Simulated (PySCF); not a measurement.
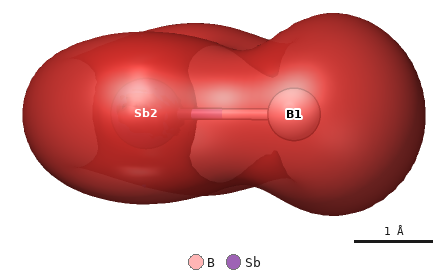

The picture shows: BSb (triplet). Isosurfaces of the spin density at +0.02 (red) and −0.02 e/Å³ (blue), seen from one side.

Core potentials replace the inner electrons of Sb.

These are results of PBE0/aug-cc-pVDZ(-PP), non-relativistic Hamiltonian with scalar-relativistic core potentials where named, at a bond length of 2.067 Å in PySCF, not measurements.

Question: Which atoms carry the spin?

Answer: The unpaired spin (2 electrons) lies mostly on B1 (about 1.1) and Sb2 (about 0.9), in electrons by Hirshfeld's partition.
